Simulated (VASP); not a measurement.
Band structure of ZnSe (space group F-43m). Calculation: PBEsol GGA, VASP's PBE PAW potentials (set 64) (plane waves; VASP 6.6.1).

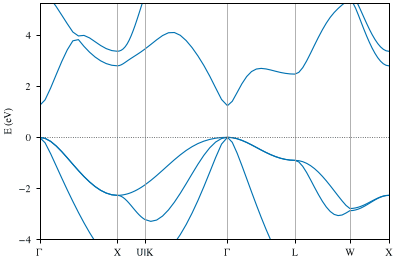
*Bands along high-symmetry lines, zero at the valence-band maximum or, without a gap, the Fermi level*

### Question
Read the plot: is there a gap, and where are the band edges?

### Answer
The gap is direct, 1.24 eV, from the valence maximum at Γ to the conduction minimum at Γ. (Edges off the drawn lines would not show.)

The structure comes from a measured ZnSe entry (F-43m) of the Crystallography Open Database, whose conditions weren't checked. It was relaxed first, which changed the volume by -7 %.
